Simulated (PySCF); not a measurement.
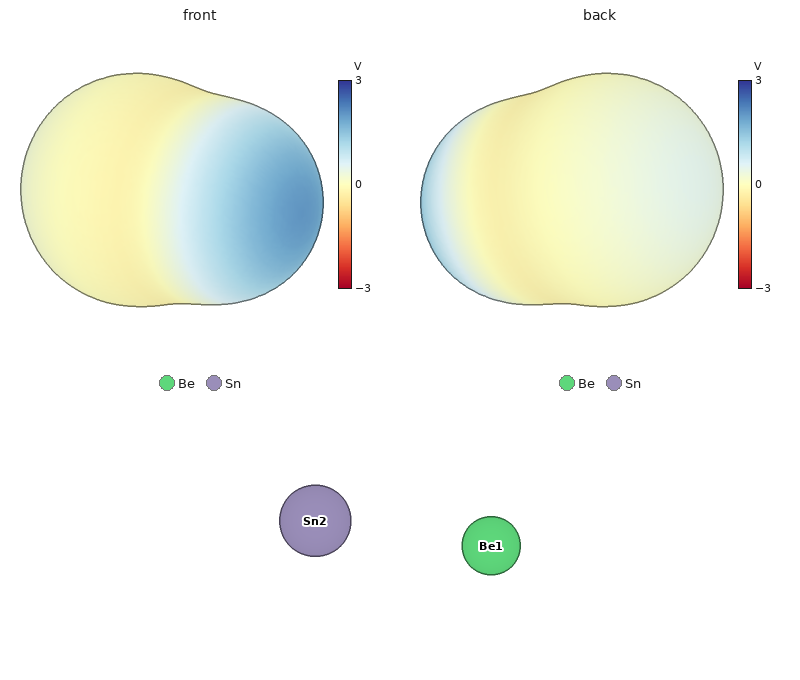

The picture shows: BeSn (triplet). The electrostatic potential painted on the density surface at 0.002 e/bohr³, seen from the front and from behind; red is negative and blue positive. The bare structure is drawn below in the same view.

Theory: PBE0/x2c-SVPall, spin-free X2C-1e, Gaussian nucleus, at a bond length of 2.365 Å in PySCF 2.14.0.

```xyz
2

Be    0.0000    0.0000   -2.1997
Sn    0.0000    0.0000    0.1653
```

Which sites attract a positive test charge, and which a negative one?

A positive charge is drawn to the negative regions and a negative charge to the positive ones. The most negative region (about −0.2 V) lies over Sn2, the most positive (about +2.0 V) over Be1.
